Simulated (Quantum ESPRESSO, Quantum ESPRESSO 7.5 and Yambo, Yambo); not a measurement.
# GaP (F-43m): Bethe-Salpeter spectra with Yambo

Aim: the absorption spectrum of GaP (F-43m) with electron-hole interaction, and what each part of the kernel does.

Program: Quantum ESPRESSO 7.5 and Yambo 5.3.0. Level of theory: PBE and many-body steps on it, plane waves. Results are calculated unless marked as measured.

### Step 1. The starting structure

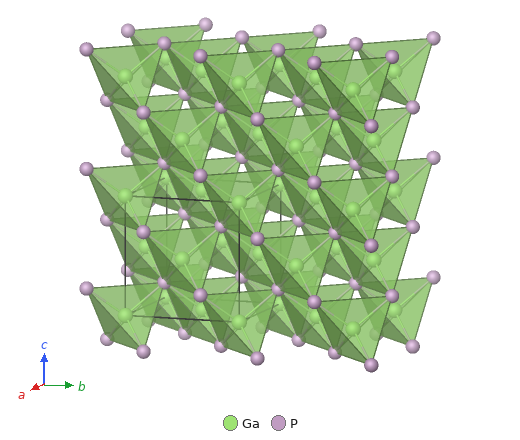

The cell as given, slightly off an axis (gallium green, phosphorus pink). 1×2×2 cells are drawn. This picture shows the conventional cell, with its axes. Some periodic images of atoms are drawn too.

The cell and positions come from the Crystallography Open Database and are kept as given unless a step says otherwise.

### Step 2. Empty states on the mesh, 4×4×4 mesh, 181 bands

This step: Quantum ESPRESSO 7.5; DFT, PBE, plane waves, norm-conserving pseudopotentials.

The sums over transitions need many empty states on a uniform mesh; this step solves for them.

pw.in reads:

```
&control
  calculation = 'nscf'
  prefix = 'x'
  outdir = 'o'
  pseudo_dir = 'pseudo'
/
&system
  ibrav = 0
  nat = 2
  ntyp = 2
  ecutwfc = 104.0
  nbnd = 181
  force_symmorphic = .true.
/
&electrons
  conv_thr = 1e-9
  electron_maxstep = 80
  diago_full_acc = .true.
  diago_thr_init = 5e-6
/
ATOMIC_SPECIES
  Ga 69.723 Ga.upf
  P 30.974 P.upf
CELL_PARAMETERS angstrom
  0.0000000000 2.7252500000 2.7252500000
  2.7252500000 0.0000000000 2.7252500000
  2.7252500000 2.7252500000 0.0000000000
ATOMIC_POSITIONS crystal
  Ga 0.0000000000 0.0000000000 0.0000000000
  P 0.2500000000 0.2500000000 0.2500000000
K_POINTS automatic
  4 4 4 0 0 0
```

Started as:

```console
OMP_NUM_THREADS=1 mpirun -n 8 pw.x -nk 4 -in pw.in > pw.out
```

The log of the run:

```text
Program PWSCF v.7.5 starts

     This program is part of the open-source Quantum ESPRESSO suite
     for quantum simulation of materials; please cite
         "P. Giannozzi et al., J. Phys.:Condens. Matter 21 395502 (2009);
         "P. Giannozzi et al., J. Phys.:Condens. Matter 29 465901 (2017);
         "P. Giannozzi et al., J. Chem. Phys. 152 154105 (2020);
     in publications or presentations arising from this work. More details at

     Atomic positions and unit cell read from directory:
     o/x.save/

     Message from routine setup:
[...]
73.2092  75.8608  75.8608  76.0942  76.2736  76.2736  77.2919  79.4084
     [... 11 further rows ...]
   139.4439 139.4439 140.2466 140.2466 140.7670 142.8604 142.8604 144.4730
   146.4314 146.4314 146.9758 148.9966 148.9966

          k = 0.3536 0.0000 0.0000 (  4865 PWs)   bands (ev):

     [... further k-points ...]

     highest occupied, lowest unoccupied level (ev):     8.2046    9.8577

     XML data file, pseudopotentials, collected wavefunctions

=------------------------------------------------------------------------------=
   JOB DONE.
=------------------------------------------------------------------------------=
```

It took 8.7 s on 8 MPI ranks of Arm Neoverse V2, shared host; peak memory 0.78 GiB.

Numbers from this step:

| Item | Value |
| --- | --- |
| gap | 1.653 eV |
| k of the valence top | 0, 0, 0 |
| k of the conduction bottom | 0, -0.5, -0.5 |
| least direct gap | 1.818 eV |
| k points computed | 8 |
| lowest point of the top converged band, above the valence top | 137.8218 eV |

On this mesh the gap is 1.653 eV.

The density comes from a self-consistent run that is not shown.

### Step 3. Conversion and set-up

This step: Yambo 5.3.0; conversion and set-up on PBE, plane waves, norm-conserving pseudopotentials.

The states are converted to the many-body program's format and the q mesh is built.

Started as:

```console
(cd o/x.save; p2y > p2y.log; mv SAVE ../..); yambo > setup.log
```

The log of the run:

```text
 Yambo, version 5.3.0

 [02] CORE Variables Setup
 =========================

  [02.01] Unit cells
  ==================

  Cell kind             :  FCC
  Atoms in the cell     :  Ga  P
  number of Ga atoms    :  1
  number of P  atoms    :  1

  List of atomic masses
  Mass of Ga    :  69.72300
  Mass of P     :  30.97400

  List of atomic coordinates    : [cc]
  Ga1       :  0.000000  0.000000  0.000000  order 1
  P1       :  2.574988  2.574988  2.574988  order 2

  Alat factors          :  5.149976  5.149976  5.149976 [a.u.]
  Direct lattice volume :  273.1780 [a.u.]
[...]
==========================================

 IBZ Q-points                                      :   8
 BZ  Q-points                                      :   64

 K/Q-points units:
 rlu = crystal or reduced units; cc = cartesian coordinates; iku = interal k-units

 Q [1]          [rlu]:  0.000000  0.000000  0.000000
 Q [2]          [rlu]: -0.25926E-17 -0.25926E-17  0.25000
 Q [3]          [rlu]:  0.51853E-17  0.51853E-17 -0.50000
[...]
Q [7]          [rlu]: -0.34504E-17 -0.50000     -0.50000
 Q [8]          [rlu]:  0.250000 -0.500000 -0.250000

  [03.01] X indexes
  =================

   [03.01.01] Sigma indexes
   ========================

 [06] Game Over & Game summary
```

It took 2.5 s on 1 MPI rank; peak memory 0.25 GiB.

### Step 4. Screening and self-energy, 4×4×4 mesh, 181 bands, screening to 210.9 eV

G0W0 replaces the xc potential by the self-energy, built once from these orbitals. Only a window of levels is corrected, while the sums run over the empty bands that the input names.

This step: G0W0 on PBE, plane waves, norm-conserving pseudopotentials.

gw1.in reads:

```
HF_and_locXC
gw0
dyson
ppa
em1d
rim_cut
RandQpts= 1000000
RandGvec= 1 RL
EXXRLvcs= 104 Ry
VXCRLvcs= 416 Ry
Chimod= "HARTREE"
% BndsRnXp
 1 | 181 |
%
NGsBlkXp= 15.5 Ry
% LongDrXp
 1 | 1 | 1 |
%
% GbndRnge
 1 | 181 |
%
DysSolver= "n"
ExtendOut
PPAPntXp= 27.21138 eV
% QPkrange
 1 | 8 | 11 | 17 |
%
```

Started as:

```console
OMP_NUM_THREADS=1 mpirun -n 8 yambo -F gw1.in -J gw1 -C gw1 > gw1.log
```

The log of the run:

```text
 Yambo, version 5.3.0

 [02] CORE Variables Setup
 =========================

  [... cell, symmetries and grids as in the set-up ...]

  [02.05] Energies & Occupations
  ==============================

  [X] === General ===
  [X] Electronic Temperature                        :  0.000000  0.000000 [eV K]
  [X] Bosonic    Temperature                        :  0.000000  0.000000 [eV K]
  [X] Finite Temperature mode                       : no
  [X] El. density                                   :  0.64228E+24 [cm-3]
[...]
Sx RL components                                 :   4957

   QP @ state[ 1 ] K range                          :   1   8
   QP @ state[ 1 ] b range                          :  11  17
   GF energies kind                                 : Perdew, Burke & Ernzerhof(X)+Perdew, Burke & Ernzerhof(C)
   GF WF`s kind                                     : Perdew, Burke & Ernzerhof(X)+Perdew, Burke & Ernzerhof(C)
   Xs energies kind                                 : Perdew, Burke & Ernzerhof(X)+Perdew, Burke & Ernzerhof(C)
   Xs WF`s kind                                     : Perdew, Burke & Ernzerhof(X)+Perdew, Burke & Ernzerhof(C)

 [11] Game Over & Game summary
```

It took 6 min on 8 MPI ranks; peak memory 3.8 GiB.

Numbers from this step:

```
G0W0 gap on the mesh                         : 2.304 eV
starting gap on the mesh                     : 1.653 eV
k of the valence top                         : 0, 0, 0
k of the conduction bottom                   : 0, -0.5, -0.5
least direct G0W0 gap on the computed points : 2.685 eV
```

The gap on the mesh goes from 1.65 eV to 2.30 eV, a correction of +0.65 eV.

The gap opens by 0.651 eV; the next steps shift the empty bands rigidly by 0.868 eV, the correction at the start's least direct gap.

### Step 5. Excitons

Light makes an electron and a hole together. The Bethe-Salpeter equation adds their screened attraction and their exchange, in a window of bands around the gap.

This step: Bethe-Salpeter equation on PBE with a scissors shift, plane waves, norm-conserving pseudopotentials.

bse3.in reads:

```
optics
bss
bse
em1s
dipoles
rim_cut
RandQpts= 1000000
RandGvec= 1 RL
Chimod= "HARTREE"
BSKmod= "SEX"
BSEmod= "resonant"
BSSmod= "d"
BSENGexx= 30 Ry
BSENGBlk= 6 Ry
% BSEQptR
 1 | 1 |
%
% BSEBands
 11 | 17 |
%
% BEnRange
 0 | 8 | eV
%
% BDmRange
 0.1 | 0.1 | eV
%
BEnSteps= 161
% BLongDir
 1 | 0 | 0 |
%
% BndsRnXs
 1 | 91 |
%
NGsBlkXs= 6 Ry
% LongDrXs
 1 | 1 | 1 |
%
% KfnQP_E
 0.868 | 1.0 | 1.0 |
%
WRbsWF
```

Started as:

```console
OMP_NUM_THREADS=1 mpirun -n 8 yambo -F bse3.in -J bse3 -C bse3 > bse3.log
```

The log of the run:

```text
 Yambo, version 5.3.0

 [02] CORE Variables Setup
 =========================

  [... cell, symmetries and grids as in the set-up ...]

  [02.05] Energies & Occupations
  ==============================

  [X] === General ===
  [X] Electronic Temperature                        :  0.000000  0.000000 [eV K]
  [X] Bosonic    Temperature                        :  0.000000  0.000000 [eV K]
  [X] Finite Temperature mode                       : no
  [X] El. density                                   :  0.64228E+24 [cm-3]
  [X] Fermi Level                                   :  8.204632 [eV]

  [X] === Gaps and Widths ===
  [X] Conduction Band Min                           :  1.653057 [eV]
  [X] Valence Band Max                              :  0.000000 [eV]
  [X] Filled Bands                                  :  13
  [X] Empty Bands                                   :   14  181
  [X] Direct Gap                                    :  1.817541 [eV]
  [X] Direct Gap localized at k                     :  1
  [X] Indirect Gap                                  :  1.653057 [eV]
  [X] Indirect Gap between kpts                     :   1   7
  [X] Last valence band width                       :  3.419265 [eV]
  [X] 1st conduction band width                     :  3.048655 [eV]

 [03] Transferred momenta grid and indexing
 ==========================================

 [BZ sampling] Q-grid is User defined and/or read from the database

 IBZ Q-points                                      :   8
 BZ  Q-points                                      :   64

 K/Q-points units:
 rlu = crystal or reduced units; cc = cartesian coordinates; iku = interal k-units

 Q [1]          [rlu]:  0.000000  0.000000  0.000000
 Q [2]          [rlu]: -0.25926E-17 -0.25926E-17  0.25000
 Q [3]          [rlu]:  0.51853E-17  0.51853E-17 -0.50000
 Q [4]          [rlu]:  0.17252E-17  0.25000      0.25000
 Q [5]          [rlu]:  0.64517E-16  0.25000      0.50000
 Q [6]          [rlu]:  0.51853E-17  0.25000     -0.25000
 Q [7]          [rlu]: -0.34504E-17 -0.50000     -0.50000
 Q [8]          [rlu]:  0.250000 -0.500000 -0.250000

  [03.01] X + BSE indexes
  =======================

   [03.01.01] Sigma indexes
   ========================

 [04] Coloumb potential Random Integration (RIM)
 ===============================================

  [04.01] RIM initialization
  ==========================

  * Diagonal components only detected *

  8 x (sBL volume)        :  0.113502 [a.u.]
  sBZ random points       :  1000000
  Points outside the sBZ  :   7987327
  RL volume               :  0.908017 [a.u.]
  Integrated volume       :  0.909458 [a.u.]

  [04.02] RIM integrals
  =====================

  Gamma point sphere radius             :  0.087825 [a.u.]
  Points outside the sphere             :   799513
  [Int_sBZ(q=0) 1/q^2]*(Vol_sBZ)^(-1/3) =:  7.764325
                                 should be <:  7.795600

  Summary of Coulomb integrals for non-metallic bands |Q|[au] RIM/Bare

  Q [1] 0.100000E-4 0.995988 * Q [2] 0.264147 1.066458
  Q [4] 0.305010 1.065091 * Q [6] 0.431350 1.027253
  Q [5] 0.505803 1.020682 * Q [3] 0.528294 1.017918
  Q [7] 0.610021 1.014689 * Q [8] 0.682024 1.011759

 [WARNING] [Xs] User bands 1-91 break level degeneracy

 [05] External/Internal QP corrections
 =====================================

 [QP_apply] Action to be applied: USER defined scissor

  [05.01]  QP corrections report
  ==============================

  [K+QP] === General ===
  [K+QP] Electronic Temperature                     :  0.000000  0.000000 [eV K]
  [K+QP] Bosonic    Temperature                     :  0.000000  0.000000 [eV K]
  [K+QP] Finite Temperature mode                    : no
  [K+QP] El. density                                :  0.64228E+24 [cm-3]
  [K+QP] Fermi Level                                :  0.000000 [eV]

  [K+QP] === Gaps and Widths ===
  [K+QP] Conduction Band Min                        :  2.521057 [eV]
  [K+QP] Valence Band Max                           :  0.000000 [eV]
  [K+QP] Filled Bands                               :  13
  [K+QP] Empty Bands                                :   14  181
  [K+QP] Direct Gap                                 :  2.685541 [eV]
  [K+QP] Direct Gap localized at k                  :  1
  [K+QP] Indirect Gap                               :  2.521057 [eV]
  [K+QP] Indirect Gap between kpts                  :   1   7
  [K+QP] Last valence band width                    :  3.419265 [eV]
  [K+QP] 1st conduction band width                  :  3.048655 [eV]

  [coarse-grid] Minimum Bare Gap        [ev]:  1.653057
  [coarse-grid] Minimum Gap Correction  [ev]:  0.868000

  Eqp @ K [1]
  -143.3917  -94.1165  -94.1165  -94.1165  -14.5396  -14.5396  -14.5396  -14.4426
   -14.443      -12.493     -0.23460E-09 -0.11964E-09   0.0000       2.6855       4.7546       4.7546
    4.75463   9.68241  10.59556  10.59556  13.31807  13.31807  13.31807  16.70895
   25.08729  25.08729  25.08729  28.00444  28.00444  28.10562  28.10562  28.10562
  Eqp @ K [2]
  -143.3917  -94.1164  -94.1164  -94.1164  -14.5838  -14.5249  -14.5249  -14.4408
  -14.44077 -11.71681  -3.87592  -0.66219  -0.66219   3.02140   5.60922   5.60922
[...]
Eqp @ K [3]
[...]
Eqp @ K [4]
[...]
Eqp @ K [5]
[...]
[... 2 further k-points ...]
  Eqp @ K [8]
[...]
-14.43352  -9.43563  -6.54789  -3.57399  -3.41926   5.56971   5.73037   6.96884
    7.01744  12.45383  12.68313  14.52949  14.71093  17.48288  19.60775  20.00281
   20.28000  20.31519  21.68934  22.27625  25.18395  26.90437  27.33347  28.69283

 [06] Dipoles
 ============

  [06.01] Setup: observables and procedures
  =========================================

  [WARNING] [r,Vnl^pseudo] included in position and velocity dipoles.

  [WARNING] In case H contains other non local terms, these are neglected

 [07] Static Dielectric Matrix
 =============================

 [SLK-Inversion]  Pools        :  2
 [SLK-Inversion]  BLACS grid   :  2  2

 [WR./bse3//ndb.em1s]------------------------------------------------------------
  Brillouin Zone Q/K grids (IBZ/BZ)                :    8   64    8   64
  RL vectors                                       :   5961 [WF]
  Coulomb cutoff potential                         : none
  Electronic Temperature                           :  0.000000 [K]
  Bosonic    Temperature                           :  0.000000 [K]
  Static diel. fun.  energies                      : Perdew, Burke & Ernzerhof(X)+Perdew, Burke & Ernzerhof(C)
  wavefunctions                                    : Perdew, Burke & Ernzerhof(X)+Perdew, Burke & Ernzerhof(C)
  Global Gauge                                     : length
  X matrix size                                    :   89
  X band range                                     :    1   91
  X e/h energy range                               : -1.000000 -1.000000 [eV]
  X Time ordering                                  : T
  X Hxc Kernel                                     : HARTREE
  X Drude frequency                                :  0.000000  0.000000
  X poles                                          :  100.0000 [o/o]
  RL vectors in the sum                            :   5961
  [r,Vnl] included                                 : yes
  Field direction                                  :  0.577350E-5  0.577350E-5  0.577350E-5
  BZ energy Double Grid                            : no
  BZ energy DbGd points                            : 0
  BZ Q point size factor                           : -1.000000
  X Optical Averaged directions                    : none

 [08] Bethe Salpeter Equation driver
 ===================================

  [08.01] Bethe Salpeter Equation @q1
  ===================================

   [08.01.01] Transition pre-analysis @q1
   ======================================

   [08.01.02] Transition Groups build-up @q1
   =========================================

   [BSK] Transition groups (total):   32
   [BSK] Size (resonant):   768
   [BSK]         (total):   768
   [BSK] N. of matrices :  1

   [08.01.03] Loading Dipoles @q1
   ==============================

   [08.01.04] Independent Particles properties @q1
   ===============================================

   ==========================================================

   [BSE] Exchange components :   821
   [BSE] Correlation components :    89   387

    [08.01.05.01] Screened interaction header I/O
    =============================================

    [08.01.05.02] Main kernel loop
    ==============================

    [08.01.05.03] Wave-Function Phases
    ==================================

    [BSE] WF phases found       :  50.66964 [o/o]

   [08.01.06] BSE solver(s) @q1
   ============================

   [SLK-Digonalization]  Pools        :  2
   [SLK-Digonalization]  BLACS grid   :  2  2

   [08.01.07] Diago Solver @q1
   ===========================

 [11] Game Over & Game summary
```

It took 17 s on 8 MPI ranks; peak memory 2.9 GiB.

This step gave:

- transitions in the window: 768
- direct gap of the transition levels: 2.686 eV
- lowest state: 2.548 eV
- first strong exciton (over a fiftieth of the strongest listed): 2.548 eV
- binding of the lowest state below the direct gap: 0.1380 eV
- Coulomb term of one mesh cell: 0.1654 eV

The binding is 0.83 times the screened Coulomb term of one mesh cell (0.17 eV), so it is not shown settled.

The lowest state lies at 2.548 eV, 0.138 eV under the direct gap.

Lines within 3 meV are set at the lowest of them, and the highest group, which the list may cut short, is left out; lines within 3 meV are set at the lowest of them, and the highest group, which the list may cut short, is left out. Lines of the exciton spectrum (strongest = 100):

```tsv
position (eV)	lines merged	strength, relative
2.547	3	33
3.410	3	100
3.450	3	0.0
3.476	2	0.0
3.561	3	0.0
3.568	5	0.0
```

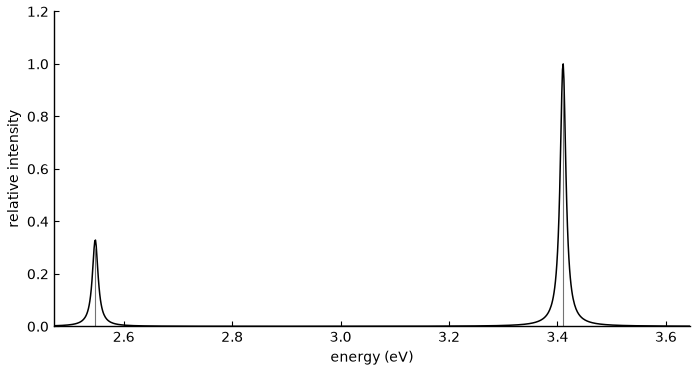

The exciton spectrum, broadened with Lorentzians of width 0.013 eV; bars mark the lines.

The ε₂ has structure finer than the step of the table below, so its rows give means over 0.25 eV, whole bins alone (the curve runs from 0 to 8 eV). Peaks (eV: height): BSE 2.550: 41.8, 3.400: 121, 4.600: 41.4, 5.000: 70.4; no electron-hole interaction 2.700: 24.9, 3.650: 92.2, 4.750: 35.4, 5.350: 84.6, 6.250: 29.0.

Field along x; broadening 0.1 eV; transition window only. Limits: finite bands, cutoff and mesh; no spin-orbit coupling; coarse k mesh; exciton not shown settled in the k mesh. The ε₂ by photon energy; means over each step:

```tsv
photon energy (eV)	BSE	no electron-hole interaction
0.25	0.262	0.196
0.50	0.311	0.227
0.75	0.376	0.267
1.00	0.467	0.320
1.25	0.602	0.395
1.50	0.819	0.505
1.75	1.22	0.687
2.00	2.14	1.04
2.25	5.93	2.00
2.50	28.3	8.12
2.75	13.5	16.8
3.00	9.98	5.15
3.25	45.9	6.92
3.50	71.9	33.2
3.75	13.1	60.5
4.00	5.75	11.3
4.25	6.72	5.56
4.50	25.5	9.32
4.75	26.6	26.7
5.00	52.1	19.4
5.25	18.8	64.1
5.50	5.15	36.8
5.75	3.34	8.04
6.00	8.32	7.21
6.25	10.9	21.7
6.50	7.49	10.7
6.75	4.94	10.2
7.00	1.61	2.93
7.25	1.23	1.48
7.50	1.19	1.39
7.75	2.20	2.21
```

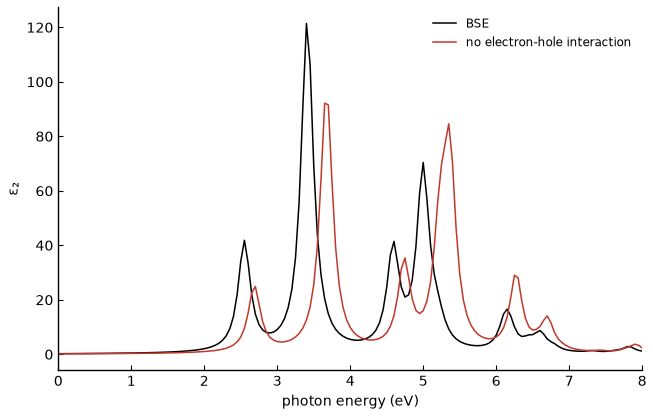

ε₂, plotted against photon energy.

(Continued in part 2 of 3.)

[Paths, hosts, dates, memory and timing lines, banners, echoed tables and standing remarks are left out of the program output.]

[Logs are printed without paths, hosts, clocks, repeated set-up lines and the standing remarks that a program may print on its own settings, such as how far it seeks lower states.]

[Runs of the session that timed out or met a known fault of the program may be left out.]

[Hosts, paths, dates, database ids (printed as entryN), source tags and the programs' standing remarks are cut or masked in the printed files.]
